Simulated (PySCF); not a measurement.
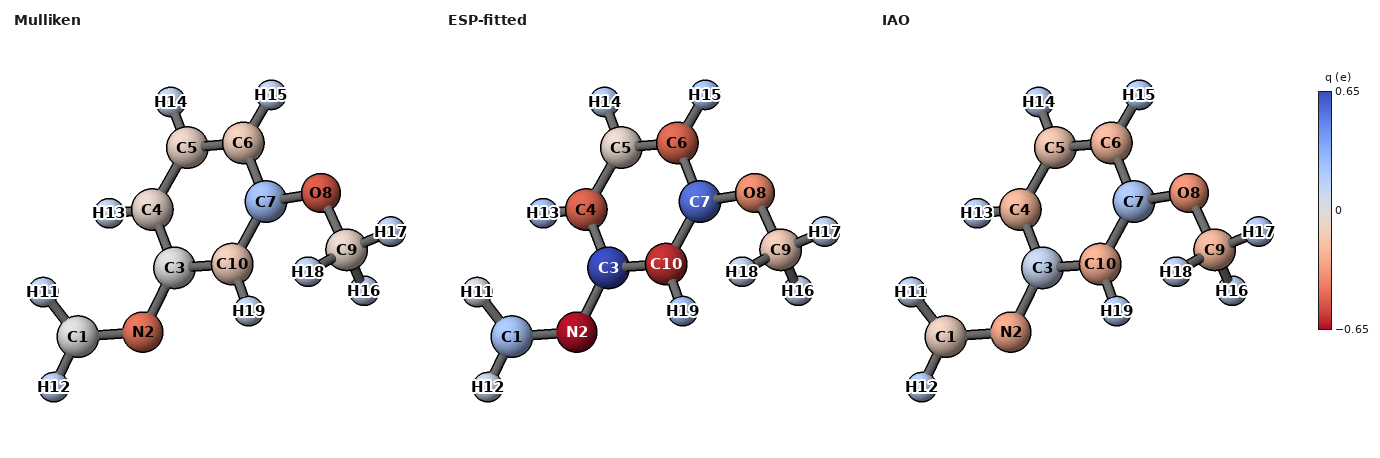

Atomic charges of one calculation by 3 schemes, on one colour scale. The geometry was computed by an optimisation with PBE0-D3(BJ)/def2-SVP. No frequency run is at hand to confirm it as a minimum. Computed with PBE0/pcSseg-1 in chloroform (IEF-PCM) (PySCF 2.14.0).

Which scheme gives the most polar picture (largest mean size of the charges)?

The ESP-fitted charges are the largest in size here, and the Mulliken charges the smallest.

On which atom do the schemes disagree most?

On C3 (from 0.01 to 0.64 e).

List the charges (e), one line for each set of equivalent atoms.

```
atom  Mulliken  ESP-fitted    IAO
  C1      0.01        0.22  −0.10
  N2     −0.43       −0.63  −0.27
  C3      0.01        0.64   0.11
  C4     −0.06       −0.47  −0.21
  C5     −0.08       −0.06  −0.14
  C6     −0.11       −0.46  −0.20
  C7      0.24        0.53   0.20
  O8     −0.49       −0.35  −0.33
  C9     −0.06       −0.13  −0.21
 C10     −0.12       −0.59  −0.24
 H11      0.13        0.04   0.12
 H12      0.14        0.09   0.16
 H13      0.11        0.21   0.16
 H14      0.11        0.17   0.16
 H15      0.11        0.21   0.17
 H16      0.12        0.10   0.14
 H17      0.14        0.13   0.17
 H18      0.12        0.11   0.14
 H19      0.11        0.23   0.16
```
